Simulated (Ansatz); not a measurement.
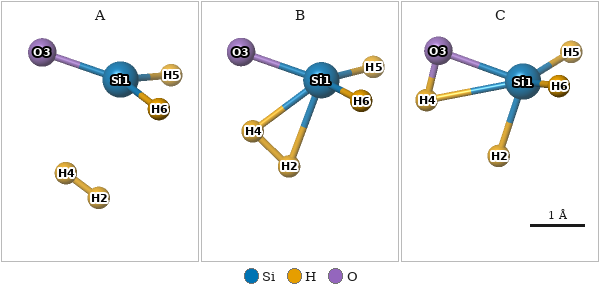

3 geometries from a converged minimum-energy path of SiH4O, shuffled. A ball-and-stick model, seen at a tilt.

Level of theory: Ansatz, UKS r2SCAN-D4/def2-SVP. Settings: 7 movable images; climbing image; force threshold 0.05 eV/Å; iteration limit 60; starting path through a guess of the saddle point.

> Which of them lies highest in energy?

B. In order along the path, whose images run from 0 to 8: C (image 2, +15.2 kcal/mol), B (image 4, +66.7 kcal/mol), A (image 6, +51.9 kcal/mol). Breaking: O3–H4 (0.96 → 1.54 at the top → 3.17 Å), Si1–H2 (1.50 → 1.78 at the top → 2.85 Å). Forming: H2–H4 (2.68 → 0.95 at the top → 0.76 Å).
